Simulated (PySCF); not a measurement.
SMILES C[S][Ga]([OH])[OH] at its PBE0/def2-SVP optimised geometry (Å):

```
10

Ga    -0.6238     0.6779     0.0000
O     -1.5876     2.1736     0.0000
H     -1.0813     2.9915     0.0044
O      1.1645     0.6779     0.0000
H      1.5876     1.5415     0.0049
S     -1.5845    -1.2730    -0.0014
C     -0.0983    -2.3463    -0.0131
H      0.8275    -1.7569    -0.0060
H     -0.1243    -2.9719    -0.9154
H     -0.1257    -2.9915     0.8752
```

Level of theory: PBE0/def2-TZVP (PySCF). Cells within 0.4 Å of a nucleus heavier than hydrogen are left out (blank, or x).

Map of the electron localisation function on the plane z = 0.0 Å:

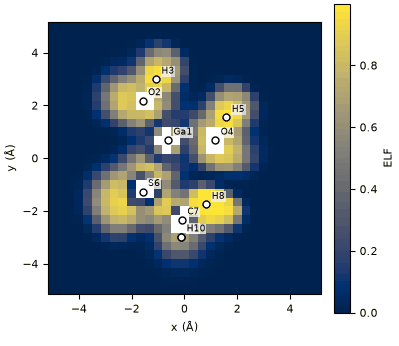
Figure: Electron localisation function on the plane z = 0.0 Å.
